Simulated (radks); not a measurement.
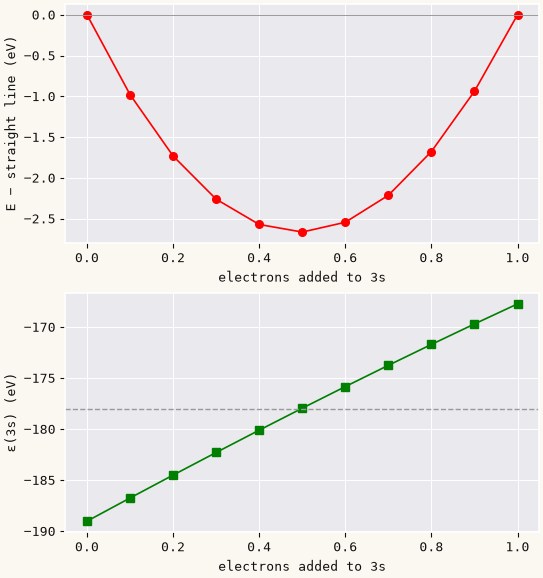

All numbers are computed, not measured: scalar-relativistic Kohn-Sham, LDA (Slater exchange, Perdew-Wang correlation), spin-unpolarised, spherical densities, finite nucleus (the in-house radial solver radks). The occupation of the 3s shell is varied from Ge⁺ ([Ne] 3s1 3p6 3d10 4s2 4p2) to Ge ([Ar] 3d10 4s2 4p2), with spherical fractional occupations. The plot shows the total energy less the straight line between the end points, and the eigenvalue of 3s (the dashed line is minus the energy to take the whole electron out).

Q: What does the shape say about the method?

A: The curve is convex (below the straight line), with the largest deviation among the points computed, −2.66 eV, at 0.5. The end points differ by 178.1 eV, the energy to take the electron out. The eigenvalue, which is the slope of the energy (Janak's theorem), moves from −189.0 eV at 0 to −167.7 eV at 1; for a straight line it would stay constant, and a parabola would sag by an eighth of this change, scaled to a whole electron, 2.66 eV. Convexity is the delocalisation error: fractional charges are too low in energy. The shell lies under occupied ones, so the straight line is a guide here rather than an exact condition.
